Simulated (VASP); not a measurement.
Energy against volume of CsCl (CsCl type). Level of theory: r2SCAN+rVV10, VASP's PBE PAW potentials (set 64) (plane waves; VASP).

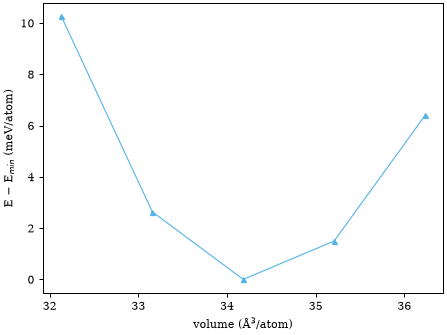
Fig. 1. Energy against volume

Task: Estimate the equilibrium volume and the bulk modulus.

Result: The minimum lies near 34.3 Å³/atom, and the curvature gives B0 of about 21 GPa.

The compound is CsCl in the CsCl type structure. It was relaxed first.
